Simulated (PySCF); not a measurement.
Molecule: GeSiH₆O₂, SMILES O[SiH](O)[GeH3], singlet.

```xyz
10

O     -1.4616    -0.9613    -0.8830
Si    -0.6649    -0.1202     0.3037
O     -1.2694     1.4330     0.3242
Ge     1.6215    -0.1639    -0.3271
H     -2.4213    -0.8817    -0.8855
H     -0.8804    -0.7185     1.6640
H     -1.3255     1.8775     1.1741
H      1.8043     0.4148    -1.7415
H      2.1954    -1.5930    -0.3016
H      2.4533     0.6932     0.6500
```

Simulated rotational absorption lines between 2 and 8 GHz at 2 K: rigid rotor with the equilibrium constants and dipole of one optimised conformer (PBE0-D3(BJ)/def2-SVP, PySCF), commonest isotopes; no centrifugal distortion, hyperfine structure, internal rotation or nuclear-spin weights; lines within 1 MHz of each other are summed. Lines of different type are drawn apart.

### What are the rotational constants, and what kind of rotor is it?

Rotational constants A, B, C = 6.192, 1.782, 1.503 GHz; Ray's κ = −0.88, an asymmetric top on the prolate side.

### Which dipole components drive the lines?

|μa|, |μb|, |μc| = 1.73, 1.13, 1.18 D; a-type lines carry 41 % of the intensity in this range.

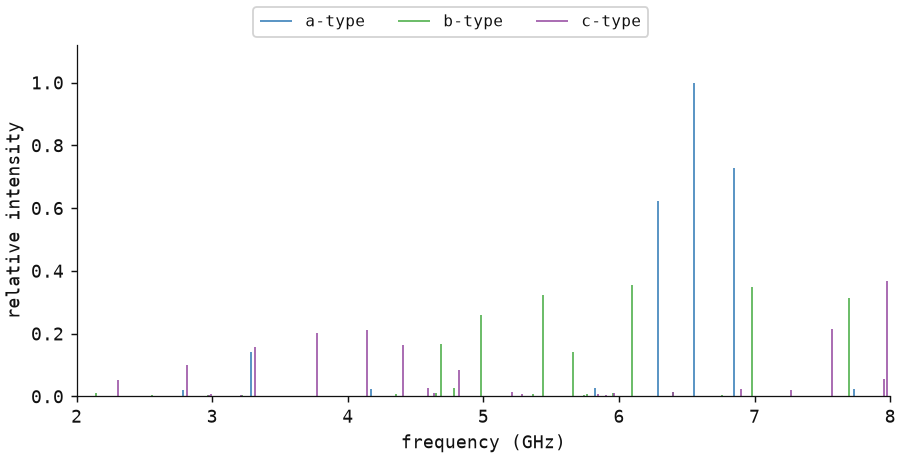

Caveats: coarse grid, loose stop and no frequency check, small forces are noise and the end may be a saddle.
